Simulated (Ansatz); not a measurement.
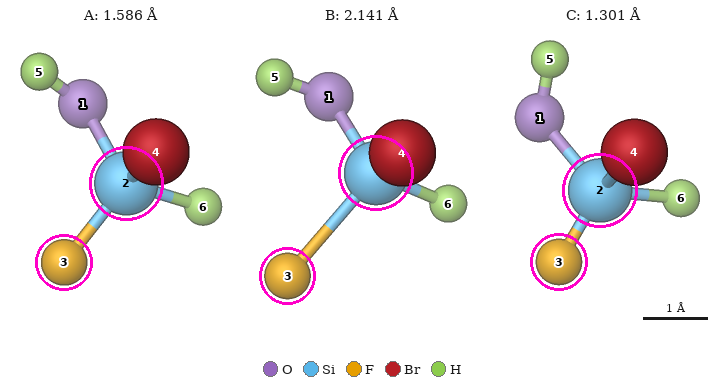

A scan of SiH$_{2}$OBrF: the Si2–F3 distance is varied, with all other coordinates relaxed. Style: ball-and-stick. Shown from a free direction. The ringed atoms are those of the scanned coordinate.

Single-point energies from Ansatz with CCSD(T) in the def2-TZVPP basis, on geometries relaxed under the constraint at PBE0-D4/def2-TZVP. Coupled cluster with a frozen core. Energies are counted from the PBE0-D4/def2-TZVP minimum geometry at the same level.

Question: Rank the frames from lowest to highest energy.

Answer: Lowest first: A (the distance 1.586 Å, 0.000 eV), B (the distance 2.141 Å, 2.186 eV), C (the distance 1.301 Å, 2.601 eV). Over the whole scan: the lowest computed point lies at the distance 1.586 Å (0.000 eV). The end points stand at 2.601 eV (1.301 Å) and 2.928 eV (2.300 Å). The curvature at the lowest point is about 36 eV/Å² (5.8 mdyn/Å). The well is steeper on the short side, as for any bond.
